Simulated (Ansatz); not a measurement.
# Frequency calculation, with input and output: BSiH$_{4}$O$_{2}$F

BSiH$_{4}$O$_{2}$F, SMILES O[SiH2]B(O)F, computed with MP2/6-31G*, RHF (Ansatz 0.2.0).

The geometry was optimised with MP2/6-31G*. Figures and captions count atoms from 1; the log counts them from 0 in places.

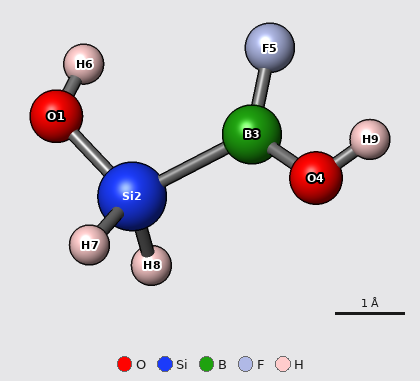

The structure (ball-and-stick view, seen at a tilt; atoms are numbered from 1 in the order of the input). Bond lengths as drawn: B–F 1.36 Å, B–O 1.36 Å, B–Si 2.03 Å, H–O 0.97 to 0.98 Å, H–Si 1.48 to 1.49 Å and O–Si 1.68 Å.

**The input**
```yaml
crystal:
  periodic: [false, false, false]
  atoms:
    - symbol: O
      position_ang: [1.158105, 0.673587, 1.697301]
    - symbol: Si
      position_ang: [0.845064, -0.465625, 0.501084]
    - symbol: B
      position_ang: [-0.695177, 0.176020, -0.655514]
    - symbol: O
      position_ang: [-0.937262, -0.355086, -1.881761]
    - symbol: F
      position_ang: [-1.524032, 1.145454, -0.193409]
    - symbol: H
      position_ang: [0.372941, 1.141419, 2.022108]
    - symbol: H
      position_ang: [2.094108, -0.615779, -0.281499]
    - symbol: H
      position_ang: [0.494476, -1.796250, 1.075427]
    - symbol: H
      position_ang: [-1.719823, 0.049961, -2.300837]
basis:
  gaussian:
    orbitals: "6-31G*"
phonons:
  temperatures:
    t_min: 298.15
    t_max: 298.15
    t_step: 1
correlation:
  method: mp2
```

Launch command:
```bash
ansatz run job.yaml --threads 1 --pin off --max-ram 3480MiB --events-out events.jsonl --progress --plain --runs-dir runs
```

**The program's output**
```
Functional definition: HF
  name "HF"
  exchange = exact_x
  correlation = 0
these checks for a lower state are left out or cut short: cluster_reference
884 factors; integrals over basis functions are off by at most 5.7e-4 eV
mean field evaluation 1: about -15376.3825 eV, gradient 4.6e1 eV
mean field evaluation 2: about -15376.4435 eV, gradient 4.6e1 eV
mean field evaluation 4: about -15380.6666 eV, gradient 3.2e0 eV
mean field evaluation 8: about -15380.7098 eV, gradient 2.6e-1 eV
mean field -15380.70998375 eV, -565.2306664833 hartree, gradient 7.4e-6 eV, S^2 0.000000; 0 other end points of the search recorded, 0 dependent functions left out
9 core orbitals not correlated: weight in the atoms' cores, before any rotation towards them, 1.000 or more for the frozen orbitals, at most 0.000 for the correlated occupied ones
reference -15380.70998375 eV, -565.2306664833 hartree; 15, 15 occupied and 63, 63 virtual orbitals, 884 factors
second order -18.59308756 eV of doubles, -0.00000000 eV of singles
the calculation of the forces begins
these checks for a lower state are left out or cut short: starts, cluster_reference, orbital_swaps, neighbouring_geometries, increment
884 factors; integrals over basis functions are off by at most 5.7e-4 eV
mean field evaluation 16: about -15380.6149 eV, gradient 3.9e-1 eV
mean field -15380.70676139 eV, -565.2305480634 hartree, gradient 9.1e-7 eV, S^2 0.000000; 0 other end points of the search recorded, 0 dependent functions left out
[... from here on the field's lines of each further geometry are left out, up to the last ...]
9 core orbitals not correlated: weight in the atoms' cores, before any rotation towards them, 1.000 or more for the frozen orbitals, at most 0.000 for the correlated occupied ones
reference -15380.71112055 eV, -565.2307082598 hartree; 15, 15 occupied and 63, 63 virtual orbitals, 884 factors
second order -18.59191270 eV of doubles, -0.00000000 eV of singles
the calculation of the forces begins
these checks for a lower state are left out or cut short: starts, cluster_reference, orbital_swaps, neighbouring_geometries, increment
884 factors; integrals over basis functions are off by at most 5.7e-4 eV
mean field -15380.70876098 eV, -565.2306215472 hartree, gradient 2.7e-6 eV, S^2 0.000000; 0 other end points of the search recorded, 0 dependent functions left out
9 core orbitals not correlated: weight in the atoms' cores, before any rotation towards them, 1.000 or more for the frozen orbitals, at most 0.000 for the correlated occupied ones
reference -15380.70876098 eV, -565.2306215472 hartree; 15, 15 occupied and 63, 63 virtual orbitals, 884 factors
second order -18.59427049 eV of doubles, -0.00000000 eV of singles
the calculation of the forces begins
Total energy: -15399.30307131 eV, -565.9139498482 hartree
Atom 0 at     1.158105     0.673587     1.697301 Å, force    -0.000181     0.000709     0.000656 eV/Å
Atom 1 at     0.845064    -0.465625     0.501084 Å, force    -0.000540     0.000305     0.000225 eV/Å
Atom 2 at    -0.695177     0.176020    -0.655514 Å, force    -0.000142    -0.000265    -0.000447 eV/Å
Atom 3 at    -0.937262    -0.355086    -1.881761 Å, force     0.000380    -0.000107     0.000284 eV/Å
Atom 4 at    -1.524032     1.145454    -0.193409 Å, force     0.000114    -0.000198    -0.000383 eV/Å
Atom 5 at     0.372941     1.141419     2.022108 Å, force     0.000597    -0.000789    -0.000655 eV/Å
Atom 6 at     2.094108    -0.615779    -0.281499 Å, force     0.000139     0.000028     0.000057 eV/Å
Atom 7 at     0.494476    -1.796250     1.075427 Å, force     0.000018    -0.000108    -0.000067 eV/Å
Atom 8 at    -1.719823     0.049961    -2.300837 Å, force    -0.000384     0.000425     0.000331 eV/Å
Dipole moment:    -0.518913     0.102181    -0.219666 e Å
Vibrations: 39.38 88.59 206.14 279.30 347.05 399.77 589.61 626.57 689.93 751.91 832.13 904.92 967.80 1009.92 1016.88 1299.35 1411.37 2283.00 2337.41 3737.14 3827.11 cm⁻¹, zero-point energy 1.465822 eV
Checks for a lower state left out: cluster_reference
```

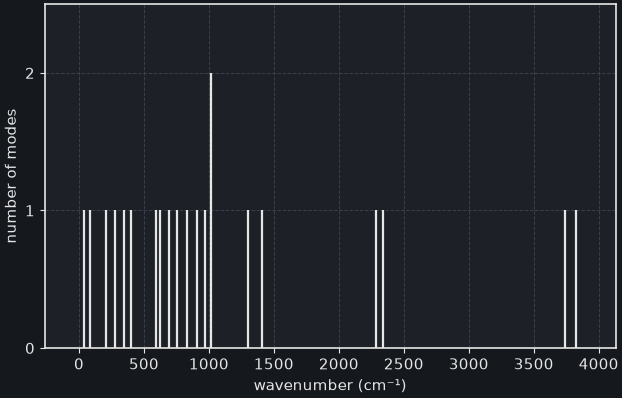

Harmonic vibrational wavenumbers from the force constants; neighbouring modes closer than 17 cm⁻¹ are counted in one stick. 21 modes from 39 to 3827 cm⁻¹, none imaginary.

**Results in brief**

- outcome: converged
- total energy: −565.913950 hartree
- SCF energy: −565.230666 hartree
- MP2 energy: −565.913950 hartree
- correlation energy: −0.683283 hartree
- basis functions: 87
- largest force: 0.001 eV/Å
- SCF solution under orbital rotations: stable
- zero-point energy: 0.053868 hartree
- wavenumbers, lowest and highest: 39 and 3827 cm⁻¹
- hardware: 1 thread of Arm Neoverse V2, 24 GiB of memory available, shared host
- wall time: 2.4 min
- peak memory: 0.18 GiB
